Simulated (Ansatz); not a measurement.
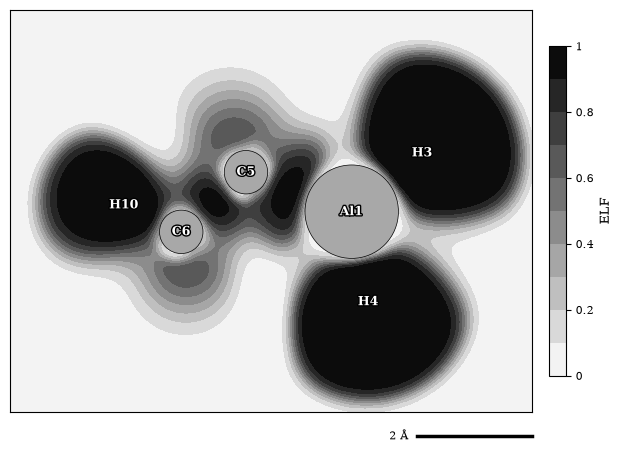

Figure 1: C$_{2}$H$_{7}$Al. ELF on the plane of atoms C5, C6 and H10. Grey discs cover the atomic cores.

The product side of a reaction path; geometry: PBE0-D4/def2-TZVP.

Computed with Ansatz 0.2.0, RKS PBE0-D4/def2-TZVPP.

The calculation's input:

```
crystal:
  periodic: [false, false, false]
  atoms:
    - {symbol: Al, position_ang: [-0.515885, -0.923906, 1.319628]}
    - {symbol: H, position_ang: [0.998436, -0.491744, -1.461557]}
    - {symbol: H, position_ang: [-1.808465, -1.064236, 2.237589]}
    - {symbol: H, position_ang: [0.741923, -1.859199, 1.598841]}
    - {symbol: C, position_ang: [-0.490659, 0.390108, -0.132096]}
    - {symbol: C, position_ang: [0.781160, 0.463100, -0.975177]}
    - {symbol: H, position_ang: [-0.712319, 1.370481, 0.312525]}
    - {symbol: H, position_ang: [-1.362129, 0.186881, -0.770144]}
    - {symbol: H, position_ang: [1.655212, 0.709293, -0.366187]}
    - {symbol: H, position_ang: [0.712726, 1.219222, -1.763323]}
basis:
  gaussian: {orbitals: def2-TZVPP}
hamiltonian: {xc: pbe0, dispersion: d4}
output: {orbitals: {seedname: orbitals}}
```

Run with:

```sh
ansatz run in.yaml --threads 2 --pin off --events-out ev --progress --plain --max-ram 4352MiB
```

> What does the map show?

The plane passes through Al, H and C nuclei. C–C (1.53 Å): the ELF peaks at about 0.95 between the atoms: localised, covalent bonding. C–Al (1.96 Å): the ELF peaks at about 0.95 between the atoms; a polar covalent bond. C–H (1.09 Å): the ELF climbs to about 1 towards the hydrogen, as it does in any bond to H (an ordinary covalent bond to hydrogen). Al–H (1.59 Å): the ELF climbs to about 1 towards the hydrogen.
